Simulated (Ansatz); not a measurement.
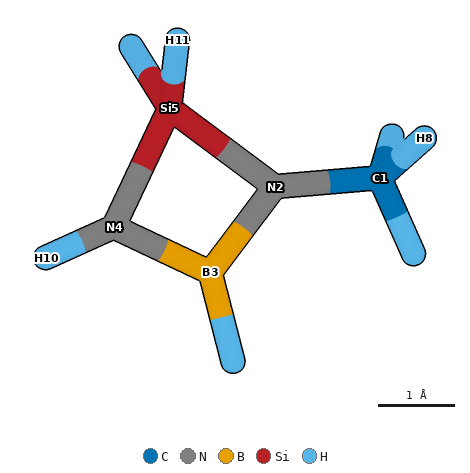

Figure 1. The structure as given in the input (stick view, seen at a tilt; atoms are numbered from 1 in the order of the input). Bond lengths as drawn: B–H 1.22 Å, B–N 1.45 Å, C–H 1.11 Å, C–N 1.44 Å, H–N 1.01 Å, H–Si 1.51 Å and N–Si 1.76 to 1.77 Å.

# CH₇BN₂Si: geometry relaxation

The run: geometry relaxation of CH₇BN₂Si. Method and program: RKS PBE0-D4/def2-TZVP (Ansatz 0.2.0).

The geometry: PBE-D4/def2-SVP start. Figures and captions count atoms from 1; the log counts them from 0 in places.

**The input**
```yaml
crystal:
  periodic: [false, false, false]
  atoms:
    - {symbol: C, position_ang: [-1.732355, -0.496974, -0.175242]}
    - {symbol: N, position_ang: [-0.362126, -0.071723, -0.076219]}
    - {symbol: B, position_ang: [0.369407, 1.034633, -0.657270]}
    - {symbol: N, position_ang: [1.704179, 0.883200, -0.109177]}
    - {symbol: Si, position_ang: [1.131095, -0.537184, 0.751064]}
    - {symbol: H, position_ang: [-2.281653, 0.152552, -0.887983]}
    - {symbol: H, position_ang: [-1.828425, -1.543359, -0.543801]}
    - {symbol: H, position_ang: [-2.270277, -0.443694, 0.798943]}
    - {symbol: H, position_ang: [-0.053013, 1.880669, -1.422501]}
    - {symbol: H, position_ang: [2.556443, 1.412072, -0.255543]}
    - {symbol: H, position_ang: [1.114121, -0.462954, 2.256126]}
    - {symbol: H, position_ang: [1.729603, -1.862537, 0.355704]}
basis:
  gaussian: {orbitals: def2-TZVP}
hamiltonian: {xc: pbe0, dispersion: d4}
relax: {f_tol: 0.005, max_steps: 150}
```

Command:
```bash
ansatz run in.yaml --threads 4 --pin off --events-out ev --progress --plain --max-ram 10444MiB
```

**What the program printed**
```
Functional definition: PBE0
  name "PBE0"
  cite "Adamo & Barone, J. Chem. Phys. 110, 6158 (1999) doi:10.1063/1.478522"
  cite "Perdew, Burke & Ernzerhof, Phys. Rev. Lett. 77, 3865 (1996) doi:10.1103/PhysRevLett.77.3865"
  parent pbe
  parameter a = 0.25
  parameter kappa = 0.804
  parameter beta = 0.06672455060314922
  exchange = (1 - a)*pbe_x(kappa = kappa, mu = beta*pi^2/3) + a*exact_x
  correlation = pbe_c(beta = beta)
1235 factors; their error is unknown
mean field evaluation 1: about -12668.6078 eV, gradient 7.6e1 eV
mean field evaluation 2: about -12652.3457 eV, gradient 1.1e2 eV
mean field evaluation 4: about -12680.1172 eV, gradient 6.7e0 eV
mean field evaluation 8: about -12680.2396 eV, gradient 3.3e-1 eV
mean field evaluation 16: about -12680.2397 eV, gradient 2.8e-5 eV
mean field -12680.23971093 eV, -465.9902144017 hartree, gradient 2.8e-5 eV, S^2 0.000000; 0 other end points of the search recorded, 0 dependent functions left out
the calculation of the forces begins
reference -12680.23974704 eV, -465.9902157287 hartree; 23, 23 occupied and 180, 180 virtual orbitals, 1235 factors
relax step   1: F+E_penalty+E_count = -12680.45598722 eV  Δ(F+E_penalty+E_count) = +0.000e0 eV  max|allowed force component| = 7.219e-1 eV/Å  Δτ_max = 0.0000 Å  (27 SCF iters, accepted)
these checks for a lower state are left out or cut short: starts, cluster_reference, orbital_swaps, neighbouring_geometries, increment
1235 factors; their error is unknown
mean field -12680.29588628 eV, -465.9922788077 hartree, gradient 2.3e-5 eV, S^2 0.000000; 0 other end points of the search recorded, 0 dependent functions left out
the calculation of the forces begins
reference -12680.29592212 eV, -465.9922801246 hartree; 23, 23 occupied and 180, 180 virtual orbitals, 1235 factors
relax step   2: F+E_penalty+E_count = -12680.51342206 eV  Δ(F+E_penalty+E_count) = -5.743e-2 eV  max|allowed force component| = 4.566e-1 eV/Å  Δτ_max = 0.0290 Å  (32 SCF iters, accepted)
these checks for a lower state are left out or cut short: starts, cluster_reference, orbital_swaps, neighbouring_geometries, increment
1235 factors; their error is unknown
mean field -12680.30654046 eV, -465.9926703414 hartree, gradient 2.3e-5 eV, S^2 0.000000; 0 other end points of the search recorded, 0 dependent functions left out
the calculation of the forces begins
reference -12680.30657610 eV, -465.9926716510 hartree; 23, 23 occupied and 180, 180 virtual orbitals, 1235 factors
relax step   3: F+E_penalty+E_count = -12680.52477406 eV  Δ(F+E_penalty+E_count) = -1.135e-2 eV  max|allowed force component| = 8.077e-2 eV/Å  Δτ_max = 0.0164 Å  (32 SCF iters, accepted)
these checks for a lower state are left out or cut short: starts, cluster_reference, orbital_swaps, neighbouring_geometries, increment
1235 factors; their error is unknown
mean field evaluation 32: about -12680.2692 eV, gradient 3.0e-4 eV
mean field -12680.30683551 eV, -465.9926811844 hartree, gradient 2.3e-5 eV, S^2 0.000000; 0 other end points of the search recorded, 0 dependent functions left out
the calculation of the forces begins
reference -12680.30687113 eV, -465.9926824933 hartree; 23, 23 occupied and 180, 180 virtual orbitals, 1235 factors
relax step   4: F+E_penalty+E_count = -12680.52508117 eV  Δ(F+E_penalty+E_count) = -3.071e-4 eV  max|allowed force component| = 2.434e-2 eV/Å  Δτ_max = 0.0029 Å  (33 SCF iters, accepted)
these checks for a lower state are left out or cut short: starts, cluster_reference, orbital_swaps, neighbouring_geometries, increment
1235 factors; their error is unknown
mean field -12680.30690512 eV, -465.9926837426 hartree, gradient 2.3e-5 eV, S^2 0.000000; 0 other end points of the search recorded, 0 dependent functions left out
the calculation of the forces begins
reference -12680.30694073 eV, -465.9926850510 hartree; 23, 23 occupied and 180, 180 virtual orbitals, 1235 factors
relax step   5: F+E_penalty+E_count = -12680.52514015 eV  Δ(F+E_penalty+E_count) = -5.898e-5 eV  max|allowed force component| = 2.637e-2 eV/Å  Δτ_max = 0.0052 Å  (32 SCF iters, accepted)
these checks for a lower state are left out or cut short: starts, cluster_reference, orbital_swaps, neighbouring_geometries, increment
1235 factors; their error is unknown
mean field -12680.30697176 eV, -465.9926861915 hartree, gradient 2.3e-5 eV, S^2 0.000000; 0 other end points of the search recorded, 0 dependent functions left out
the calculation of the forces begins
reference -12680.30700737 eV, -465.9926874999 hartree; 23, 23 occupied and 180, 180 virtual orbitals, 1235 factors
relax step   6: F+E_penalty+E_count = -12680.52519744 eV  Δ(F+E_penalty+E_count) = -5.729e-5 eV  max|allowed force component| = 9.888e-3 eV/Å  Δτ_max = 0.0022 Å  (32 SCF iters, accepted)
these checks for a lower state are left out or cut short: starts, cluster_reference, orbital_swaps, neighbouring_geometries, increment
1235 factors; their error is unknown
mean field -12680.30700011 eV, -465.9926872334 hartree, gradient 2.3e-5 eV, S^2 0.000000; 0 other end points of the search recorded, 0 dependent functions left out
the calculation of the forces begins
reference -12680.30703572 eV, -465.9926885418 hartree; 23, 23 occupied and 180, 180 virtual orbitals, 1235 factors
relax step   7: F+E_penalty+E_count = -12680.52521998 eV  Δ(F+E_penalty+E_count) = -2.254e-5 eV  max|allowed force component| = 4.941e-3 eV/Å  Δτ_max = 0.0030 Å  (33 SCF iters, accepted)
1235 factors; their error is unknown
mean field evaluation 64: about -12680.1913 eV, gradient 6.4e0 eV
```

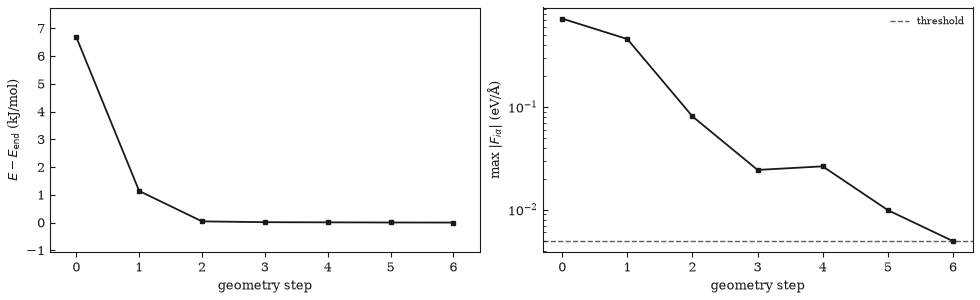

Figure 2. Progress of the relaxation, step by step (the first geometry is step 0 here and step 1 in the log).

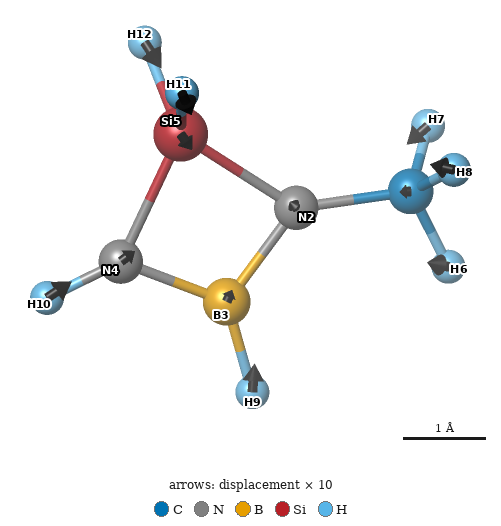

Figure 3. The starting structure with the displacements as black arrows, magnified 10 times (ball-and-stick view, seen at a tilt). The two geometries are laid on each other by the best rigid fit. H12 moves most after the best rigid fit: 0.039 Å. By element the largest moves are H 0.039 Å, Si 0.025 Å, N 0.022 Å, B 0.016 Å, C 0.014 Å. Among the contacts that change: N2–Si5 1.769 → 1.734 Å, N4–Si5 1.757 → 1.725 Å, B3–H9 1.216 → 1.196 Å, Si5–H11 1.507 → 1.488 Å. Over 6 geometry steps the energy falls by 6.68 kJ/mol. The largest force component goes from 0.72 to 0.0049 eV/Å. (Atoms are counted from 1 in the order of the input.)

```
mean field -12680.30700011 eV, -465.9926872333 hartree, gradient 6.0e-5 eV, S^2 0.000000; 1 other end points of the search recorded, 0 dependent functions left out
the calculation of the forces begins
reference -12680.30703572 eV, -465.9926885418 hartree; 23, 23 occupied and 180, 180 virtual orbitals, 1235 factors
Total energy: -12680.52525558 eV, -466.0007079740 hartree
Atom 0 at    -1.718618    -0.493479    -0.173430 Å, force     0.003837    -0.000978    -0.000684 eV/Å
Atom 1 at    -0.353612    -0.074639    -0.066199 Å, force    -0.001718     0.000864     0.000747 eV/Å
Atom 2 at     0.364210     1.020591    -0.651095 Å, force     0.000919     0.004275    -0.000517 eV/Å
Atom 3 at     1.687949     0.868990    -0.104041 Å, force    -0.001183    -0.004941    -0.000413 eV/Å
Atom 4 at     1.115065    -0.522604     0.739023 Å, force     0.000104    -0.000275     0.003670 eV/Å
Atom 5 at    -2.255606     0.158627    -0.866759 Å, force    -0.000546     0.000620     0.000648 eV/Å
Atom 6 at    -1.804619    -1.518068    -0.550904 Å, force    -0.000974     0.000241    -0.001027 eV/Å
Atom 7 at    -2.239366    -0.451311     0.789536 Å, force     0.000158    -0.000879    -0.000154 eV/Å
Atom 8 at    -0.052028     1.848512    -1.407244 Å, force     0.000125    -0.001335    -0.000126 eV/Å
Atom 9 at     2.528183     1.388299    -0.250746 Å, force    -0.000528     0.001482    -0.001110 eV/Å
Atom 10 at     1.100380    -0.447661     2.225328 Å, force     0.000445    -0.000102    -0.001022 eV/Å
Atom 11 at     1.705060    -1.832557     0.350630 Å, force    -0.000638     0.001027    -0.000014 eV/Å
Dipole moment:     0.037368    -0.056567     0.046986 e Å
```

**Trajectory as extended XYZ (Å, eV, eV/Å), 7 frames, from step=1 to step=7**
```
12
Properties=species:S:1:pos:R:3:forces:R:3 step=1 energy=-12680.45599
C    -1.7324   -0.4970   -0.1752   -0.3695  -0.0851  -0.0481
N    -0.3621   -0.0717   -0.0762    0.7219   0.0508   0.2086
B     0.3694    1.0346   -0.6573   -0.0664  -0.0786   0.0327
N     1.7042    0.8832   -0.1092   -0.1595  -0.2752   0.1353
Si    1.1311   -0.5372    0.7511   -0.3008   0.5424  -0.5000
H    -2.2817    0.1526   -0.8880    0.2899  -0.2976   0.3402
H    -1.8284   -1.5434   -0.5438    0.1096   0.5327   0.1772
H    -2.2703   -0.4437    0.7989    0.3260  -0.0031  -0.4729
H    -0.0530    1.8807   -1.4225    0.1628  -0.3231   0.2915
H     2.5564    1.4121   -0.2555   -0.5768  -0.3678   0.1033
H     1.1141   -0.4630    2.2561    0.0003  -0.0027  -0.3450
H     1.7296   -1.8625    0.3557   -0.1375   0.3073   0.0772
12
Properties=species:S:1:pos:R:3:forces:R:3 step=2 energy=-12680.51342
C    -1.7215   -0.4939   -0.1739   -0.1529  -0.0380  -0.0203
N    -0.3570   -0.0712   -0.0743    0.3844  -0.0381   0.1589
B     0.3643    1.0294   -0.6558   -0.0013  -0.1112   0.0829
N     1.6897    0.8745   -0.1066   -0.0800  -0.2181   0.1281
Si    1.1216   -0.5342    0.7463   -0.2332   0.4566  -0.4097
H    -2.2635    0.1511   -0.8777    0.0795  -0.0898   0.1010
H    -1.8092   -1.5279   -0.5407    0.0222   0.1596   0.0522
H    -2.2466   -0.4414    0.7925    0.0907  -0.0040  -0.1462
H    -0.0526    1.8645   -1.4126    0.0464  -0.0933   0.0828
H     2.5337    1.3950   -0.2501   -0.1247  -0.0794   0.0218
H     1.1040   -0.4563    2.2358    0.0008  -0.0093  -0.0755
H     1.7141   -1.8448    0.3512   -0.0319   0.0650   0.0242
12
Properties=species:S:1:pos:R:3:forces:R:3 step=3 energy=-12680.52477
C    -1.7168   -0.4945   -0.1724   -0.0252   0.0138  -0.0183
N    -0.3534   -0.0719   -0.0713    0.0233  -0.0393   0.0476
B     0.3640    1.0257   -0.6522    0.0046  -0.0405   0.0176
N     1.6864    0.8696   -0.1046    0.0388  -0.0206   0.0316
Si    1.1142   -0.5244    0.7382   -0.0454   0.0808  -0.0790
H    -2.2566    0.1496   -0.8706   -0.0064   0.0094  -0.0082
H    -1.8025   -1.5221   -0.5408    0.0063  -0.0123  -0.0050
H    -2.2377   -0.4448    0.7898    0.0001   0.0003   0.0143
H    -0.0506    1.8554   -1.4061   -0.0053   0.0113  -0.0081
H     2.5295    1.3851   -0.2472    0.0008   0.0159  -0.0095
H     1.0970   -0.4503    2.2233    0.0006  -0.0008   0.0190
H     1.7034   -1.8327    0.3479    0.0078  -0.0181  -0.0020
12
Properties=species:S:1:pos:R:3:forces:R:3 step=4 energy=-12680.52508
C    -1.7177   -0.4941   -0.1723   -0.0127   0.0047  -0.0140
N    -0.3535   -0.0729   -0.0699    0.0036  -0.0182   0.0128
B     0.3648    1.0230   -0.6529   -0.0054   0.0020   0.0129
N     1.6872    0.8701   -0.1035    0.0243  -0.0114   0.0063
Si    1.1140   -0.5232    0.7368   -0.0096   0.0171  -0.0055
H    -2.2571    0.1516   -0.8698    0.0007   0.0030  -0.0003
H    -1.8029   -1.5214   -0.5421    0.0002  -0.0023  -0.0019
H    -2.2380   -0.4457    0.7906    0.0021  -0.0003   0.0029
H    -0.0503    1.8528   -1.4072   -0.0009   0.0006  -0.0059
H     2.5296    1.3871   -0.2460   -0.0051   0.0090  -0.0106
H     1.0972   -0.4501    2.2229    0.0009  -0.0010   0.0050
H     1.7037   -1.8326    0.3474    0.0019  -0.0033  -0.0019
12
Properties=species:S:1:pos:R:3:forces:R:3 step=5 energy=-12680.52514
C    -1.7183   -0.4942   -0.1734   -0.0025   0.0039   0.0009
N    -0.3537   -0.0738   -0.0679   -0.0057   0.0073   0.0076
B     0.3641    1.0231   -0.6498    0.0031  -0.0015  -0.0264
N     1.6884    0.8690   -0.1047   -0.0001   0.0005   0.0107
Si    1.1140   -0.5217    0.7381    0.0131  -0.0248   0.0103
H    -2.2568    0.1547   -0.8687    0.0034  -0.0006   0.0028
H    -1.8032   -1.5204   -0.5472   -0.0002   0.0037  -0.0004
H    -2.2385   -0.4493    0.7899   -0.0008  -0.0020  -0.0042
H    -0.0514    1.8516   -1.4058   -0.0011   0.0006   0.0053
H     2.5303    1.3859   -0.2505   -0.0080   0.0071  -0.0033
H     1.0984   -0.4482    2.2247    0.0002   0.0027  -0.0054
H     1.7037   -1.8320    0.3495   -0.0015   0.0032   0.0020
12
Properties=species:S:1:pos:R:3:forces:R:3 step=6 energy=-12680.52520
C    -1.7185   -0.4938   -0.1733    0.0019   0.0003  -0.0011
N    -0.3537   -0.0743   -0.0672   -0.0013   0.0028   0.0024
B     0.3643    1.0215   -0.6509    0.0002   0.0062  -0.0086
N     1.6881    0.8693   -0.1041   -0.0016  -0.0065   0.0037
Si    1.1146   -0.5223    0.7382    0.0055  -0.0099   0.0096
H    -2.2562    0.1563   -0.8680    0.0013   0.0002   0.0017
H    -1.8040   -1.5194   -0.5483   -0.0015   0.0019  -0.0007
H    -2.2390   -0.4496    0.7898    0.0001  -0.0013  -0.0021
H    -0.0516    1.8500   -1.4067    0.0000  -0.0017   0.0016
H     2.5291    1.3876   -0.2499   -0.0040   0.0040  -0.0034
H     1.0993   -0.4483    2.2247    0.0006   0.0007  -0.0035
H     1.7046   -1.8324    0.3497   -0.0013   0.0031   0.0005
12
Properties=species:S:1:pos:R:3:forces:R:3 step=7 energy=-12680.52522
C    -1.7186   -0.4935   -0.1734    0.0038  -0.0010  -0.0007
N    -0.3536   -0.0746   -0.0662   -0.0017   0.0009   0.0007
B     0.3642    1.0206   -0.6511    0.0009   0.0043  -0.0005
N     1.6879    0.8690   -0.1040   -0.0012  -0.0049  -0.0004
Si    1.1151   -0.5226    0.7390    0.0001  -0.0003   0.0037
H    -2.2556    0.1586   -0.8668   -0.0005   0.0006   0.0006
H    -1.8046   -1.5181   -0.5509   -0.0010   0.0002  -0.0010
H    -2.2394   -0.4513    0.7895    0.0002  -0.0009  -0.0002
H    -0.0520    1.8485   -1.4072    0.0001  -0.0013  -0.0001
H     2.5282    1.3883   -0.2507   -0.0005   0.0015  -0.0011
H     1.1004   -0.4477    2.2253    0.0004  -0.0001  -0.0010
H     1.7051   -1.8326    0.3506   -0.0006   0.0010   0.0000
```

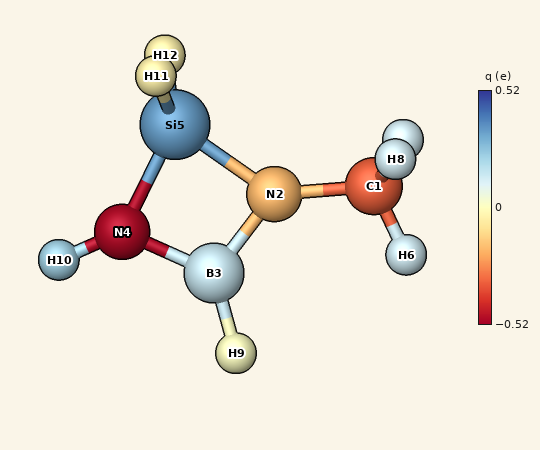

Figure 4. Mulliken charges, as the colour of each atom (ball-and-stick view, seen at a tilt; atoms are numbered from 1 in the order of the input). By element: C −0.33, N −0.50 to −0.18, B +0.15, Si +0.34 and H −0.04 to +0.22 e.

**Key numbers**

```csv
quantity,value
outcome,converged
total energy,−12680.5253 eV
mean-field energy,−12680.3070 eV
dispersion energy,−0.2182 eV
SCF solution under orbital rotations,stable
largest force (length of the vector) at the end,0.005 eV/Å
dipole moment,0.40 D
hardware,"4 threads of Arm Neoverse V1, 23 GiB of memory available, shared host"
wall time,26 s (CPU time 95 s)
peak memory,0.5 GiB
```
